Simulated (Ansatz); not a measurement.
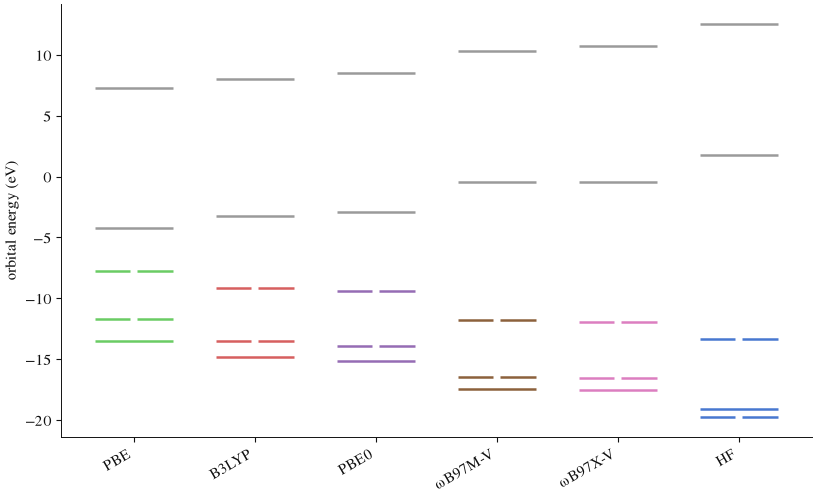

Frontier orbital energies of ClF at one geometry, def2-TZVPP, the Ansatz code 0.2.0, at a PBE0-D4/def2-TZVP geometry (a minimum by its frequencies). Empty levels are grey, levels within 0.1 eV stand side by side; all columns show the same few orbitals around the gap.

**How do the frontier levels move from column to column?**

The separation grows from 3.49 eV (PBE) to 15.12 eV (HF).

```tsv
level	HOMO (eV)	LUMO (eV)	separation (eV)
PBE	−7.72	−4.22	3.49
B3LYP	−9.11	−3.26	5.85
PBE0	−9.39	−2.94	6.45
ωB97M-V	−11.75	−0.46	11.29
ωB97X-V	−11.91	−0.42	11.48
HF	−13.36	1.76	15.12
```

Caveats, for all or some of the runs: empty levels above zero depend strongly on the basis.
